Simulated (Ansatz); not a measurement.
# C2H4NOSn (doublet): what the fields show

```xyz
9

C     0.4631   -1.6525   -0.3510
O     0.2898   -0.2791   -0.6000
Sn    0.2019    1.0339    0.8554
C    -0.5131    2.7206   -0.2168
N    -0.8236    3.7028   -0.7361
H    -0.1278   -2.0121    0.5021
H     1.5156   -1.9026   -0.1742
H     0.1331   -2.1967   -1.2402
H    -1.0507    0.5395    1.9439
```

Geometry: PBE0-D4/def2-TZVP; core potentials replace the inner electrons of Sn.

Computed with UKS PBE0-D4/def2-TZVPP (Ansatz).

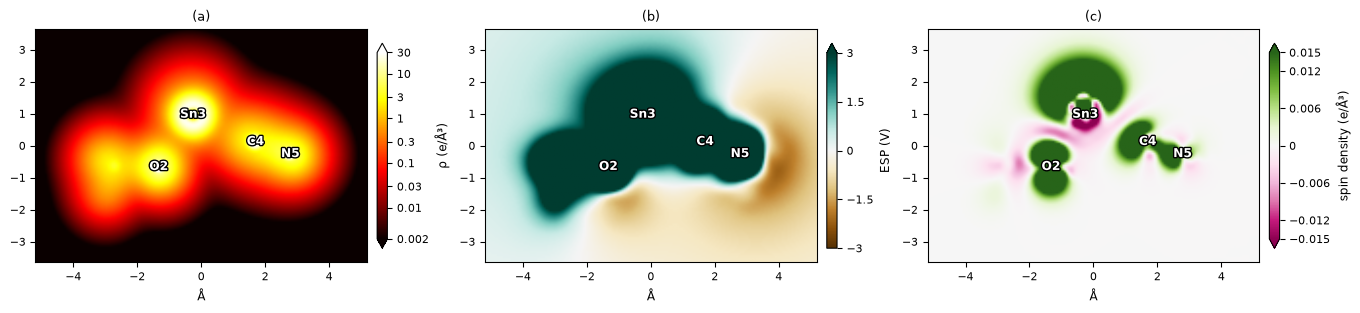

Figure 1. (a) electron density; (b) molecular electrostatic potential; (c) spin density on the plane of atoms O2, Sn3 and C4.

Describe what can be read from this map.

Atoms in the plane: O, Sn, C and N. C–N (1.15 Å): ρ at the midpoint is about 3.7 e/Å³. Sn–O (1.96 Å): the density is about 0.83 e/Å³ at the midpoint. C–Sn (2.12 Å): the density is about 0.69 e/Å³ at the midpoint. The unpaired spin (1 electron) lies mostly on Sn3 (about 0.7), O2 (about 0.1) and H9 (about 0.1), in electrons by Hirshfeld's partition. Outside the dense part of the molecule the potential is most negative (−2.2 V) near N5.

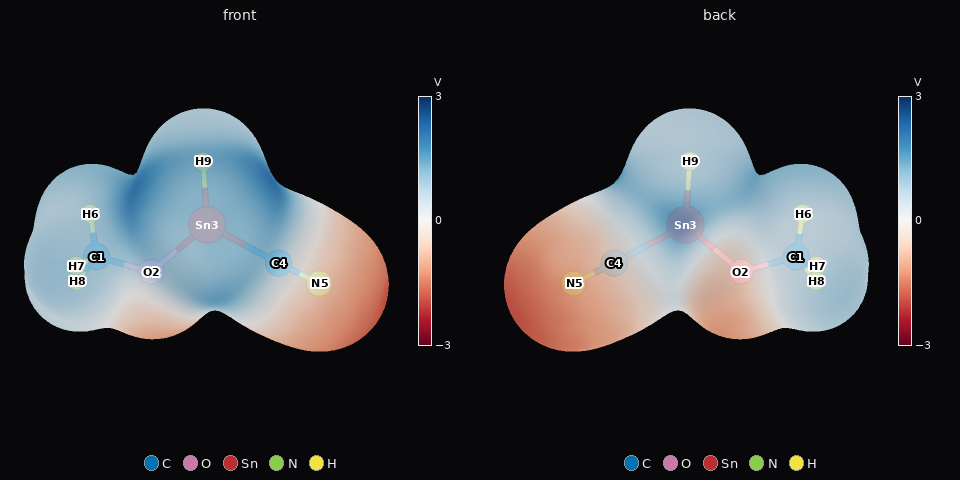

Figure 2. The electrostatic potential painted on the density surface at 0.002 e/bohr³, seen from the front and from behind; red is negative and blue positive.

Which sites attract a positive test charge, and which a negative one?

A positive charge is drawn to the negative regions and a negative charge to the positive ones. The most negative region (about −1.8 V) lies over N5, the most positive (about +2.2 V) over Sn3. N5 is the likeliest acceptor of a hydrogen bond.

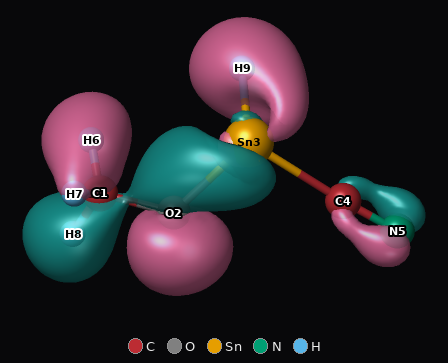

Figure 3. The HOMO−1 (β) at ±0.08 Å⁻³ᐟ² (teal and pink are the two phases), seen across its widest extent.

What is the character of this orbital?

By Hirshfeld shares it lies mainly on O2 (about 50 %), Sn3 (about 15 %), C1 (about 15 %), H9 (about 10 %) and H8 (about 5 %). Its energy is −8.76 eV.
